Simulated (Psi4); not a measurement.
# M06-2X/def2-SVPD run of GeH2O2 (SMILES [OH][Ge][OH])

What is the vertical singlet–triplet gap of GeH2O2 at M06-2X/def2-SVPD? 

The calculation is run with Psi4 1.11.

## Step 1: Starting point

GeH2O2 has 5 atoms, charge 0, and is taken as a singlet. SMILES: `[OH][Ge][OH]`. The coordinates come from a PBE0-D4/def2-TZVP relaxation. This is one conformer, not always the lowest.

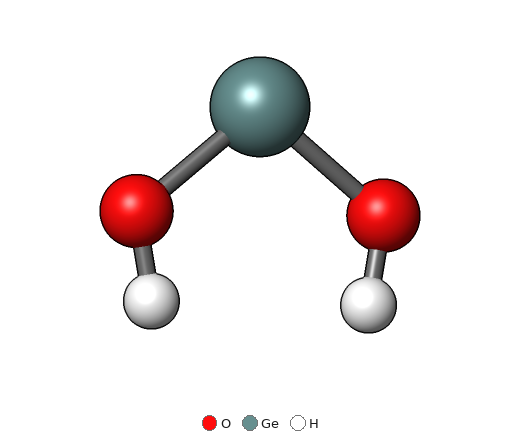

The structure, seen from a chosen angle (oxygen red, germanium teal, hydrogen white).

## Step 2: Energy and gradient at M06-2X/def2-SVPD

input.json

```json
{
 "schema_name": "qcschema_input",
 "schema_version": 1,
 "molecule": {
  "schema_name": "qcschema_molecule",
  "schema_version": 2,
  "symbols": ["O", "Ge", "O", "H", "H"],
  "geometry": [-2.53412273, -0.18802775, -0.71318264, -0.59790935, -1.69281666, 1.61628275, 2.42243992, -0.26890803, 1.07752184, -1.77804331, 1.04086115, -1.81697167, 2.58212178, 0.96980745, -0.24169597],
  "molecular_charge": 0,
  "molecular_multiplicity": 1,
  "fix_symmetry": "c1"
 },
 "driver": "gradient",
 "model": {
  "method": "m06-2x",
  "basis": "def2-SVPD"
 },
 "keywords": {
  "reference": "rks",
  "puream": true,
  "e_convergence": 1e-09,
  "d_convergence": 1e-08,
  "scf_type": "pk",
  "dft_radial_points": 99,
  "dft_spherical_points": 590,
  "scf_properties": ["DIPOLE", "QUADRUPOLE", "LOWDIN_CHARGES"]
 }
}
```

Launch:

```bash
$ psi4 --qcschema input.json -n 1 --memory 1600MB
```

stdout (excerpt; [...] marks lines left out):

```text
[...]
  Running in c1 symmetry.
[...]
  Nuclear repulsion =  189.662083848002680
[...]
  Multiplicity = 1
[...]
  Nalpha       = 25
  Nbeta        = 25
[...]
    Number of basis functions: 100
[...]
   @RKS iter   1: -2227.16834858266748   -3.09006e+00   2.27349e-02 ADIIS/DIIS
[...]
   @RKS iter  12: -2228.28843815021401   -2.27374e-12   1.76162e-09 DIIS
[...]
    Orbital Energies [Eh]
    ---------------------
    Doubly Occupied:
       1A   -400.977531     2A    -50.521891     3A    -45.062546
       4A    -45.061004     5A    -45.060005     6A    -19.644577
       7A    -19.644549     8A     -6.519881     9A     -4.687160
      10A     -4.683149    11A     -4.678092    12A     -1.425283
      13A     -1.422117    14A     -1.421634    15A     -1.417145
      16A     -1.413133    17A     -1.107178    18A     -1.079941
      19A     -0.636816    20A     -0.582394    21A     -0.490197
      22A     -0.433282    23A     -0.408220    24A     -0.401038
      25A     -0.331194
[...]
  @RKS Final Energy: -2228.28843815021401
   => Energetics <=
    Nuclear Repulsion Energy =            189.6620838480026805
    One-Electron Energy =               -3481.2009865330801404
    Two-Electron Energy =                1109.1461255160331802
    DFT Exchange-Correlation Energy =     -45.8956609811692289
    Empirical Dispersion Energy =           0.0000000000000000
    VV10 Nonlocal Energy =                  0.0000000000000000
    Total Energy =                      -2228.2884381502135511
[...]
 Multipole Moments:
 ------------------------------------------------------------------------------------
     Multipole            Electronic (a.u.)      Nuclear  (a.u.)        Total (a.u.)
 ------------------------------------------------------------------------------------
 L = 1.  Multiply by 2.5417464519 to convert [e a0] to [Debye]
 Dipole X            :         -1.5502566            1.7056874            0.1554309
 Dipole Y            :         -4.1865262            4.6044356            0.4179094
 Dipole Z            :          4.1012302           -4.5127509           -0.4115207
 Magnitude           :                                                    0.6067589
 L = 2.  Multiply by 1.3450342976 to convert [e a0^2] to [Debye ang]
 Quadrupole XX       :       -137.9055043          112.2567054          -25.6487989
 Quadrupole XY       :         -9.6886952           10.3419041            0.6532089
[...]
  -Total Gradient:
     Atom            X                  Y                   Z
    ------   -----------------  -----------------  -----------------
       1       -0.000986711006    -0.002443277820     0.002403059051
       2        0.003060987172     0.008273132697    -0.008142989053
       3       -0.000833200183    -0.002444936808     0.002457182224
       4        0.001257439807    -0.001723976851     0.002319982173
       5       -0.002495506360    -0.001653907796     0.000954696825
[...]
```

The result, in JSON:

```text
{
 "driver": "gradient",
 "model": {
  "method": "m06-2x",
  "basis": "def2-SVPD"
 },
 "success": true,
 "return_result": [-0.0009867110057191764, -0.002443277820475681, 0.002403059051391085, 0.003060987172498128, 0.008273132696936247, -0.008142989053430548, -0.0008332001826469003, -0.0024449368077925915, 0.0024571822244953967, 0.001257439807290428, -0.0017239768510816794, 0.002319982173234564, -0.0024955063604798836, -0.00165390779575883, 0.0009546968254159627],
 "properties": {
  "calcinfo_nbasis": 100,
  "calcinfo_nmo": 100,
  "calcinfo_nalpha": 25,
  "calcinfo_nbeta": 25,
  "calcinfo_natom": 5,
  "nuclear_repulsion_energy": 189.66208384800268,
  "return_energy": -2228.288438150214,
  "return_gradient": [-0.0009867110057191764, -0.002443277820475681, 0.002403059051391085, 0.003060987172498128, 0.008273132696936247, -0.008142989053430548, -0.0008332001826469003, -0.0024449368077925915, 0.0024571822244953967, 0.001257439807290428, -0.0017239768510816794, 0.002319982173234564, -0.0024955063604798836, -0.00165390779575883, 0.0009546968254159627],
  "scf_one_electron_energy": -3481.20098653308,
  "scf_two_electron_energy": 1109.1461255160332,
  "scf_xc_energy": -45.89566098116923,
  "scf_dipole_moment": [0.15543086206821122, 0.41790943834424166, -0.41152068219856286],
  "scf_total_energy": -2228.288438150214,
  "scf_total_gradient": [-0.0009867110057191764, -0.002443277820475681, 0.002403059051391085, 0.003060987172498128, 0.008273132696936247, -0.008142989053430548, -0.0008332001826469003, -0.0024449368077925915, 0.0024571822244953967, 0.001257439807290428, -0.0017239768510816794, 0.002319982173234564, -0.0024955063604798836, -0.00165390779575883, 0.0009546968254159627],
  "scf_iterations": 12
 }
}
```

Wall time 23 s (1 thread of Intel Xeon 6975P-C (Granite Rapids), shared host); peak memory 0.77 GiB.

## Step 3: The triplet, same level

geh2o2.xyz

```xyz
5
GeH2O2
O     -1.341000    -0.099500    -0.377400
Ge    -0.316400    -0.895800     0.855300
O      1.281900    -0.142300     0.570200
H     -0.940900     0.550800    -0.961500
H      1.366400     0.513200    -0.127900
```

run.py

```python
import numpy as np
from ase.calculators.psi4 import Psi4
from ase.io import read

mol = read('geh2o2.xyz')
calc = Psi4(atoms=mol, method='m06-2x', basis='def2-SVPD', memory='1600MB', num_threads=1, charge=0, multiplicity=3, label='psi4-calc', reference='uks')
calc.psi4.set_options({'puream': True, 'e_convergence': 1e-09, 'd_convergence': 1e-08, 'scf_type': 'pk', 'dft_radial_points': 99, 'dft_spherical_points': 590, 'maxiter': 200})
mol.calc = calc

forces = mol.get_forces()
print(f'energy: {mol.get_potential_energy():.6f} eV')
print('forces / eV A^-1')
print(np.round(forces, 5))
```

Launch:

```bash
$ python run.py
```

psi4-calc.dat (excerpt; [...] marks lines left out):

```text
[...]
  Running in c1 symmetry.
[...]
  Nuclear repulsion =  189.662083617986980
[...]
  Multiplicity = 3
[...]
  Nalpha       = 26
  Nbeta        = 24
[...]
    Number of basis functions: 100
[...]
   @UKS iter   1: -2227.04338090564897   -2.96509e+00   2.27294e-02 DIIS/ADIIS
[...]
   @UKS iter  13: -2228.16093651993060   -3.63798e-12   6.46943e-09 DIIS
[...]
   @S^2 Observed:                2.004308820E+00
[...]
  @UKS Final Energy: -2228.16093651993060
   => Energetics <=
    Nuclear Repulsion Energy =            189.6620836179869798
    One-Electron Energy =               -3480.2949171883024064
    Two-Electron Energy =                1108.3594835432816126
    DFT Exchange-Correlation Energy =     -45.8875864928962969
    Empirical Dispersion Energy =           0.0000000000000000
    VV10 Nonlocal Energy =                  0.0000000000000000
    Total Energy =                      -2228.1609365199306012
[...]
 Multipole Moments:
 ------------------------------------------------------------------------------------
     Multipole            Electronic (a.u.)      Nuclear  (a.u.)        Total (a.u.)
 ------------------------------------------------------------------------------------
 L = 1.  Multiply by 2.5417464519 to convert [e a0] to [Debye]
 Dipole X            :         -1.6260237            1.7056874            0.0796637
 Dipole Y            :         -4.3906629            4.6044356            0.2137728
 Dipole Z            :          4.3017978           -4.5127509           -0.2109531
 Magnitude           :                                                    0.3107190
[...]
  -Total Gradient:
     Atom            X                  Y                   Z
    ------   -----------------  -----------------  -----------------
       1        0.023173358384     0.004977235744     0.002391988388
       2       -0.004692295761    -0.012593036163     0.012373511874
       3       -0.019183593732     0.005671143870    -0.012911342008
       4       -0.005040023785     0.001102341581    -0.002920940184
       5        0.005776527747     0.000932949270     0.000976642166
[...]
```

The script printed:

```text
energy: -60631.347368 eV
forces / eV A^-1
[[-1.19162 -0.25594 -0.123  ]
 [ 0.24129  0.64756 -0.63627]
 [ 0.98646 -0.29162  0.66393]
 [ 0.25917 -0.05668  0.1502 ]
 [-0.29704 -0.04797 -0.05022]]
```

It took 35 s on 1 thread of Intel Xeon 6975P-C (Granite Rapids), shared host; peak memory 0.81 GiB.

## Step 4: Summary of results

Level: M06-2X/def2-SVPD.

| quantity | value |
| --- | --- |
| singlet: total energy | -2228.28844 Eh |
| singlet: dipole moment | 1.54 D |
| singlet: HOMO energy | -9.01 eV |
| singlet: LUMO energy | -0.69 eV |
| singlet: HOMO–LUMO gap | 8.32 eV |
| singlet: largest force on an atom | 0.617 eV/Å |
| triplet: total energy | -2228.16094 Eh |
| triplet: dipole moment | 0.79 D |
| triplet: HOMO energy (highest over α and β) | -5.44 eV |
| triplet: ⟨S²⟩ | 2.004 |
| triplet: largest force on an atom | 1.225 eV/Å |
| vertical energy of the triplet above the singlet | 3.469 eV |

**Reading.** At this shape the triplet lies 3.47 eV (80 kcal/mol) above the singlet. The largest force (singlet) is 0.62 eV/Å: the shape isn't a stationary point for this species at this level.
